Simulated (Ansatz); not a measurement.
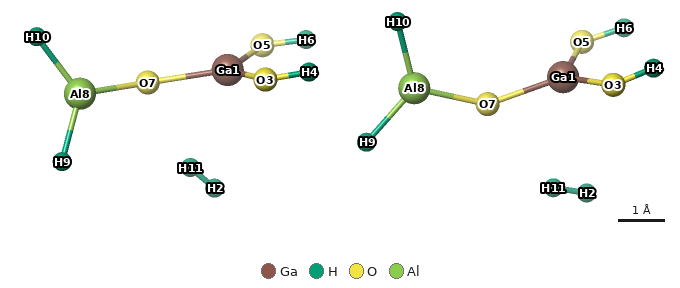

Two geometries of GaAlH$_{6}$O$_{3}$, drawn at one scale. One is the start of a relaxation, the other its converged end. Style: ball-and-stick. Shown at a tilt.

All numbers below come from RKS PBE-D4/def2-SVP (Ansatz). Set-up: no spin polarisation; force threshold 0.03 eV/Å; at most 50 steps.

Which one is relaxed?

Answer. The right one is the relaxed one. The run prepares an end point of a later path (reaction) calculation, from a guessed geometry. The largest move after the best rigid fit is that of H9, 1.06 Å. By element the largest moves are H 1.06 Å, O 0.57 Å, Ga 0.22 Å, Al 0.18 Å. Some distances before and after: H2–H11 0.724 → 0.772 Å, Ga1–O7 1.784 → 1.779 Å. Among the angles between lasting bonds that change: Ga1–O7–Al8 152.2° → 147.5°. Groups turn about O7–Al8 by about 95°, Ga1–O7 by about 80°. After 24 accepted moves (27 points after the start) the energy has fallen by 0.116 eV. Largest force component: 1.9 eV/Å at the start, 0.02 eV/Å at the end. The line search rejected the trial steps at points 5, 13, 18 of the run. The run took 43 s on 4 threads of Arm Neoverse V2, on a shared host, peak memory 0.17 GiB.

Limits of the set-up: the start holds two separate molecules, 2.2 Å apart at their closest, whose relative position is a soft coordinate.
